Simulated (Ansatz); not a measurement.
BF2H4NO

```xyz
9

B    -0.3221   -0.0570   -0.5374
O     0.6894    0.7400   -1.1177
F    -0.3902   -1.3720   -0.9639
F    -1.5821    0.5095   -0.4550
H     0.2415    0.7694    1.4373
N     0.1832   -0.1620    1.0385
H     0.5450    0.8829   -2.0536
H     1.1025   -0.5907    1.0705
H    -0.4672   -0.7200    1.5815
```

The reactant side of a reaction path; geometry: PBE0-D4/def2-TZVP; a saddle point, not a minimum.

Method: RKS PBE0-D4/def2-TZVPP in Ansatz.

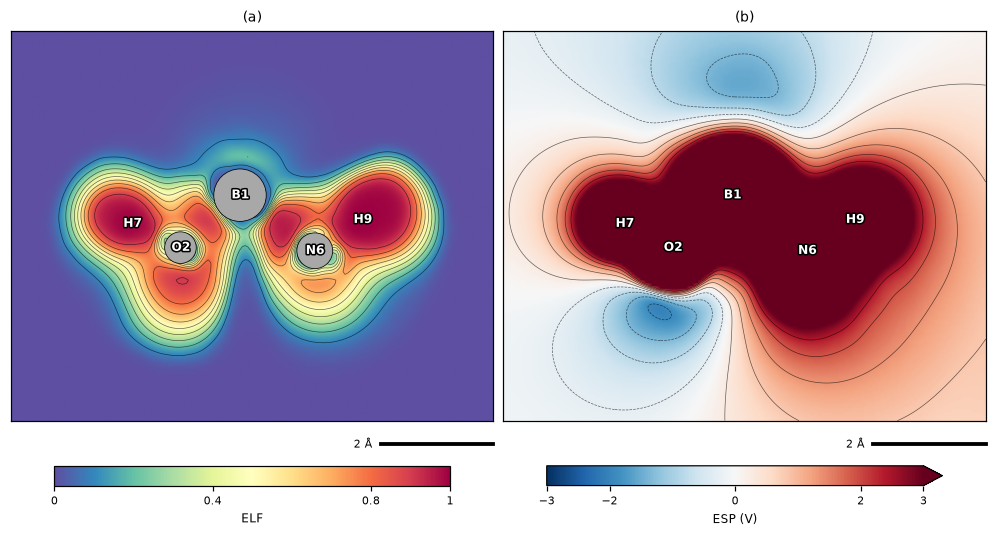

Figure 1. (a) ELF; (b) molecular electrostatic potential on the plane of atoms O2, B1 and N6. Grey discs cover the atomic cores in the ELF map.

What do the fields say about this system?

- The section cuts through B, O, N and H sites.
- B–O (1.41 Å): the ELF peaks at about 0.90 between the atoms (a polar covalent bond).
- B–N (1.66 Å): the ELF peaks at about 0.95 between the atoms (a shared but strongly polarised pair).
- O–H (0.96 Å): the ELF climbs to about 1 towards the hydrogen, as it does in any bond to H (an ordinary covalent bond to hydrogen).
- N–H (1.01 Å): the ELF climbs to about 1 towards the hydrogen: a covalent bond by its length.
- The ELF also peaks beside O2, away from the bonds: lone-pair regions.
- Outside the dense part of the molecule the potential is most negative (−2.0 V) near O2.

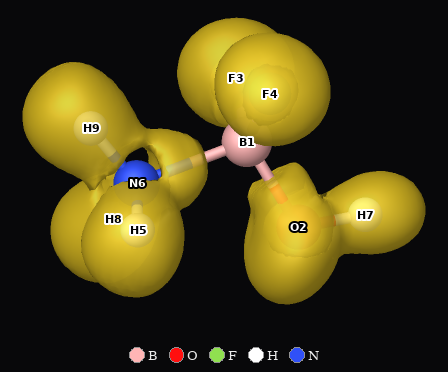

Figure 2. Isosurface of the electron localisation function at 0.75 (yellow), seen at an oblique angle. Only the valence region is drawn (cores and ρ < 0.01 e/Å³ removed).

Identify the bonds, lone pairs and shells in this picture.

At this value the surface marks out two regions on F in which the atom's valence shell and bonds are merged, one joined region spread over several atoms (H, N), in which their bonds and any lone pairs are merged and one joined region spread over several atoms (H, O), in which their bonds and any lone pairs are merged. Along the contacts the grid gives the following. B–F (1.38 Å): the ELF peaks at about 0.85 between the atoms: a polar covalent bond.

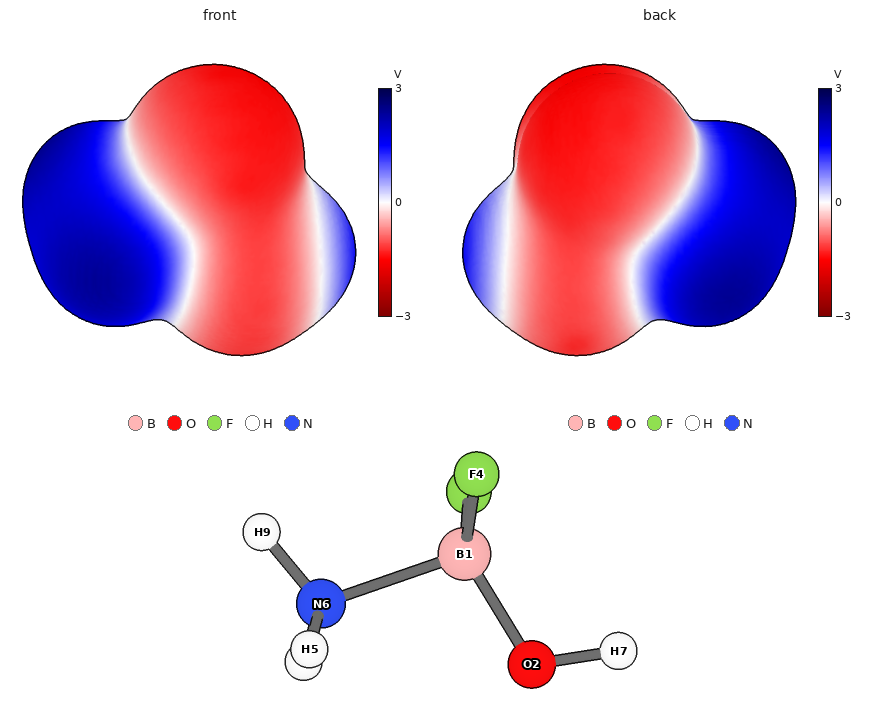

Figure 3. The molecular electrostatic potential painted on the density surface at 0.001 e/bohr³, seen from the front and from behind; red is negative and blue positive. The bare structure is drawn below in the same view.

Which sites attract a positive test charge, and which a negative one?

A positive charge is drawn to the negative regions and a negative charge to the positive ones. The most negative region (about −1.5 V, or −35 kcal/mol for a unit charge) lies over F3 and F4, the most positive (about +2.4 V, or +55 kcal/mol for a unit charge) over H5, H8 and H9.
